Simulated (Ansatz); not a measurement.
C2H6ClNSi (SMILES N=CC([SiH3])Cl)

Input file:

```
crystal:
  periodic: [false, false, false]
  atoms:
    - {symbol: N, position_ang: [0.344136, 0.567172, 2.179749]}
    - {symbol: C, position_ang: [0.790723, 0.050328, 1.118330]}
    - {symbol: C, position_ang: [0.000595, -0.690357, 0.087958]}
    - {symbol: Si, position_ang: [-0.491613, 0.444118, -1.357804]}
    - {symbol: Cl, position_ang: [0.960334, -2.040162, -0.596772]}
    - {symbol: H, position_ang: [-0.653564, 0.377382, 2.298099]}
    - {symbol: H, position_ang: [1.851262, 0.179483, 0.885476]}
    - {symbol: H, position_ang: [-0.894104, -1.128461, 0.535898]}
    - {symbol: H, position_ang: [-1.368480, 1.519794, -0.826745]}
    - {symbol: H, position_ang: [0.742598, 1.026555, -1.936149]}
    - {symbol: H, position_ang: [-1.216686, -0.362949, -2.367540]}
basis:
  gaussian: {orbitals: def2-TZVPP}
hamiltonian: {xc: pbe0, dispersion: d4}
output: {orbitals: {seedname: orbitals}}
```

Run with:

```sh
ansatz run in.yaml --threads 4 --pin off --events-out ev --progress --plain --max-ram 10444MiB
```

Geometry: PBE0-D4/def2-TZVP.

Level of theory: RKS PBE0-D4/def2-TZVPP (Ansatz).

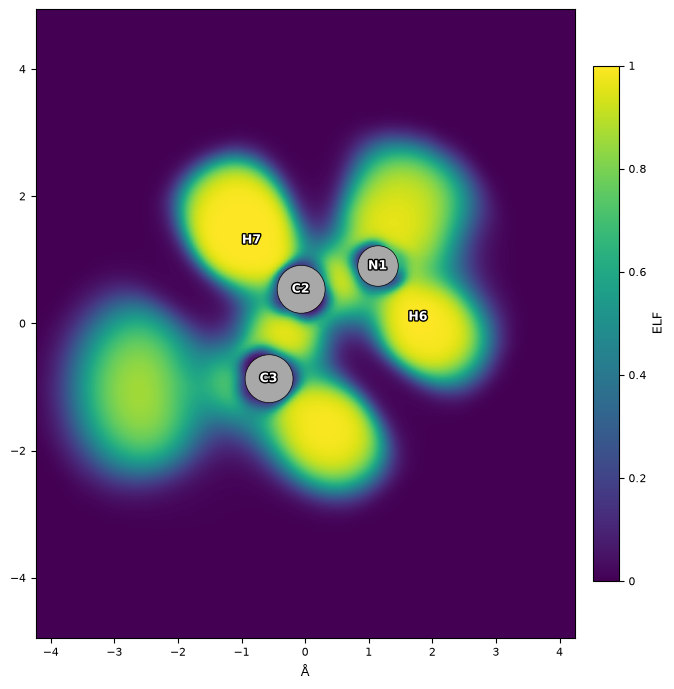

Figure 1. ELF on the plane of atoms N1, C2 and H7. Grey discs cover the atomic cores.

Question: What do the fields say about this system?

Answer: Atoms in the plane: N, C and H. C–N (1.26 Å): the ELF peaks at about 0.90 between the atoms; a short, multiple covalent bond. C–C (1.49 Å): the ELF peaks at about 0.95 between the atoms: localised, covalent bonding. N–H (1.02 Å): the ELF climbs to about 1 towards the hydrogen, as it does in any bond to H (a covalent bond by its length). C–H (1.09 Å): the ELF climbs to about 1 towards the hydrogen (an ordinary covalent bond to hydrogen). The ELF also peaks beside Cl5 and N1, away from the bonds: lone-pair regions.

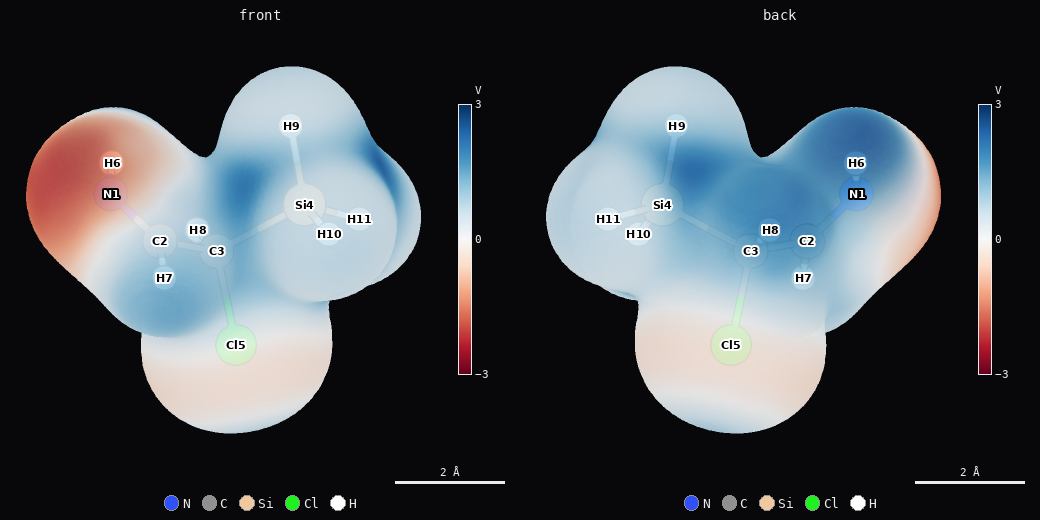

Figure 2. The molecular electrostatic potential painted on the density surface at 0.004 e/bohr³, seen from the front and from behind; the colour scale runs from red (negative) to blue (positive).

Question: Where is the surface potential most negative and most positive?

Answer: The most negative region (about −2.0 V) lies over N1, the most positive (about +2.3 V) over Si4 and H6. Cl5 shows a σ-hole: about +0.9 V at the tip opposite its bond, against about −0.2 V on its flanks. N1 is the likeliest acceptor of a hydrogen bond.

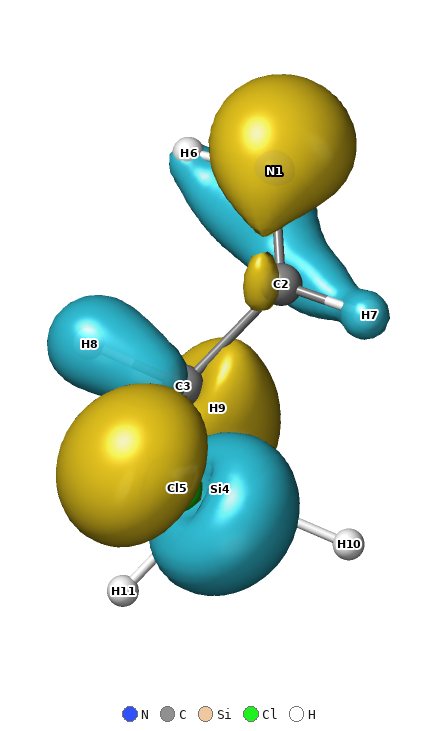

Figure 3. The HOMO−1 at ±0.15 Å⁻³ᐟ² (yellow and cyan are the two phases), seen at an oblique angle.

Question: Describe this orbital and give its energy.

Answer: By Hirshfeld shares it lies mainly on Cl5 (about 40 %), N1 (about 25 %), C3 (about 15 %), Si4 (about 10 %) and C2 (about 5 %). Its energy is −8.48 eV.

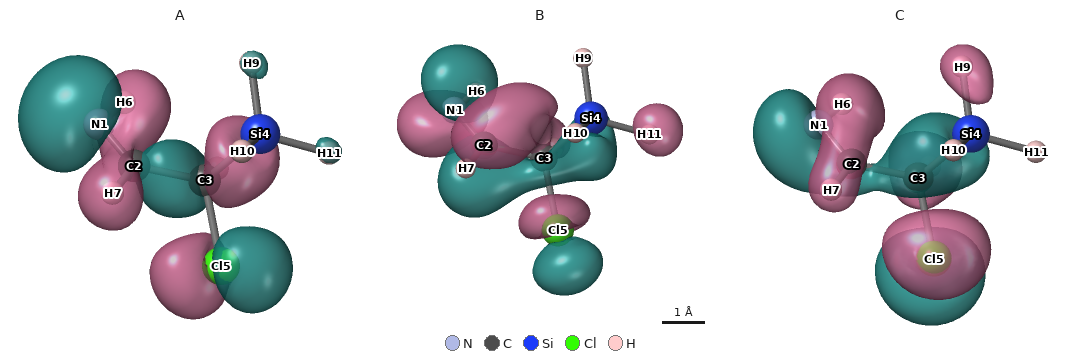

Figure 4. Three frontier orbitals at ±0.08 Å⁻³ᐟ² (teal and pink are the two phases), in no order.

Question: Which picture is the HOMO−1, the HOMO and the LUMO?

Answer: C is the HOMO−1 (−8.48 eV). By Hirshfeld shares it lies mainly on Cl5 (about 40 %), N1 (about 25 %), C3 (about 15 %), Si4 (about 10 %) and C2 (about 5 %). A is the HOMO (−7.82 eV). By Hirshfeld shares it lies mainly on N1 (about 45 %), Cl5 (about 15 %), C3 (about 10 %) and C2 (about 10 %). B is the LUMO (−0.93 eV). By Hirshfeld shares it lies mainly on N1 (about 30 %), C2 (about 30 %), Cl5 (about 10 %), C3 (about 10 %) and Si4 (about 10 %).

Question: What is the HOMO–LUMO gap?

Answer: 6.89 eV between the orbital energies.
